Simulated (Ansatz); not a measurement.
# Calculations on BH₄OCl

### Relaxation

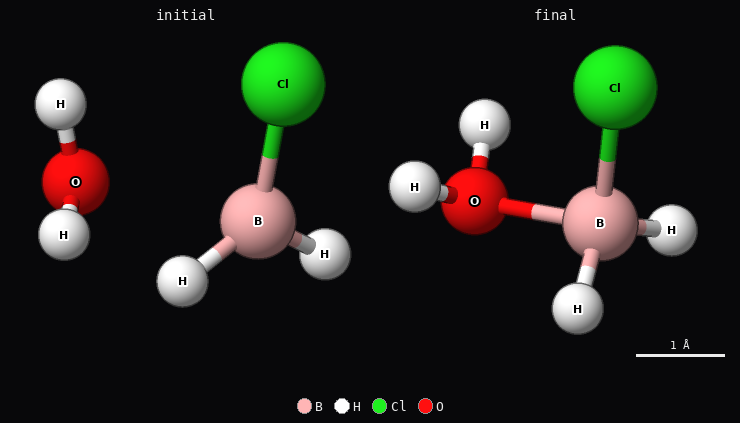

The structure of BH₄OCl before (left) and after (right) a relaxation, at one scale.

The picture is a ball-and-stick view, seen at a tilt.

The run prepares an end point of a later path (reaction) calculation, from a guessed geometry.

All numbers below come from Ansatz 0.2.0, RKS PBE/6-31G*. Set-up: no spin polarisation; force threshold 0.03 eV/Å; at most 50 steps.

### Summarise the run.

An H atom moves most after the best rigid fit: 0.77 Å. By element the largest moves are H 0.77 Å, O 0.59 Å, Cl 0.44 Å, B 0.37 Å. Some distances before and after: B–O 2.597 → 1.685 Å, B–Cl 1.766 → 1.859 Å, B–H 1.197 → 1.206 Å, H–O 0.993 → 0.986 Å. New bonds form, among them: B–O (2.60 → 1.69 Å). Among the angles between lasting bonds that change: H–B–Cl 118.6° → 113.2°, H–B–H 123.7° → 119.5°, H–B–Cl 117.0° → 113.2°. After 12 accepted moves (14 points after the start) the energy has fallen by 0.589 eV. Largest force component: 0.71 eV/Å at the start, 0.018 eV/Å at the end. The line search rejected the trial steps at points 11, 13 of the run. The forces were under the threshold at step 10, but the run went on from there.

### Relaxation

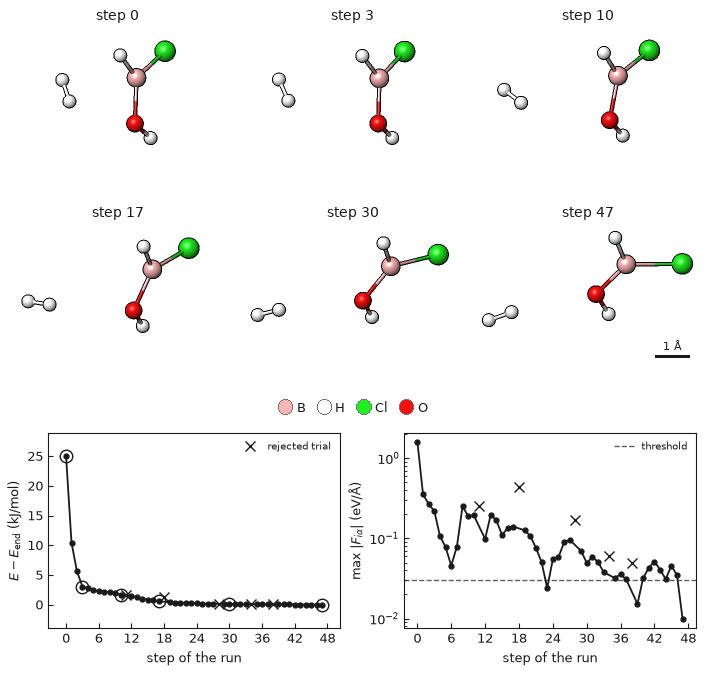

Frames of a relaxation of BH₄OCl, marked on the history of the run. The picture is a ball-and-stick view, seen face on.

The run prepares an end point of a later path (reaction) calculation, from a guessed geometry.

Theory: RKS PBE/6-31G* (Ansatz). Set-up: no spin polarisation; force threshold 0.03 eV/Å; at most 50 steps.

What happens along the run?

Answer. An H atom moves most after the best rigid fit: 1.84 Å. By element the largest moves are H 1.84 Å, Cl 1.70 Å, O 0.97 Å, B 0.68 Å. Among the contacts that change: H–H 0.712 → 0.751 Å, B–O 1.379 → 1.354 Å. The energy falls by 24.9 kJ/mol in 42 accepted moves (47 points after the start). Largest force component: 1.6 eV/Å at the start, 0.0098 eV/Å at the end. The line search rejected the trial steps at points 11, 18, 28, 34, 38 of the run. The forces were under the threshold at step 23, but the run went on from there. The run took 67 s on 1 thread of Arm Neoverse V1, with other jobs on the host, peak memory 0.12 GiB. From step 0 to 3: an H atom moves most (0.59 Å), energy −21.9 kJ/mol. From step 3 to 10: an H atom moves most (0.41 Å), energy −1.40 kJ/mol. From step 10 to 17: an H atom moves most (0.41 Å), energy −1.09 kJ/mol. From step 17 to 30: the Cl atom moves most (0.55 Å), energy −0.45 kJ/mol. From step 30 to 47: the Cl atom moves most (0.49 Å), energy −0.11 kJ/mol.

Limits of the set-up: the start holds two separate molecules, 2.2 Å apart at their closest, whose relative position is a soft coordinate and is computed without a dispersion correction.

### Path

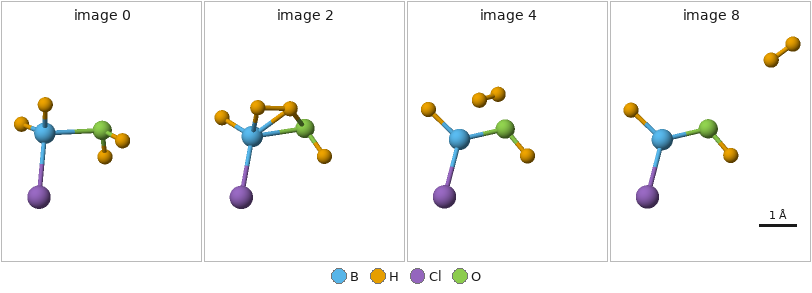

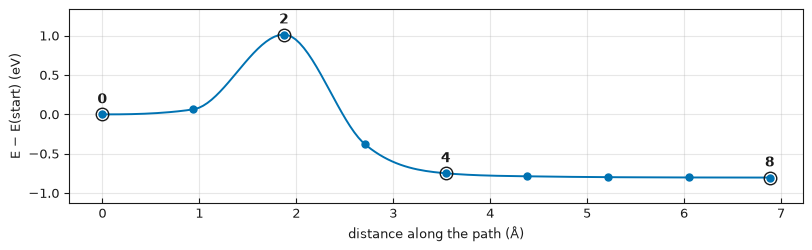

A search for the minimum-energy path of BH₄OCl by the nudged elastic band. Images are numbered from 0 (start) to 8 (end). Style: ball-and-stick. Shown at a tilt.

Computed with RKS PBE/6-31G* in Ansatz 0.2.0. Settings: 7 movable images; climbing image; force threshold 0.03 eV/Å; iteration limit 60; starting path through a guess of the saddle point.

Question: Describe the mechanism and the energy profile.

Answer: Breaking: B–H (1.21 → 4.56 Å), H–O (0.99 → 2.61 Å). Forming: H–H (2.46 → 0.75 Å). The highest point, image 2, lies 1.01 eV above the start and 1.82 eV above the end; the end is at −0.80 eV relative to the start. The band converged in 24 iterations. The largest component of the band force went from 12 to 0.015 eV/Å. The climbing image converged on the top of the path. Its vibrational analysis gives one imaginary mode (1259i cm⁻¹), as a transition state must have.

Cost: 3.5 min on 1 thread of Arm Neoverse V1, with other jobs on the host, peak memory 0.1 GiB.
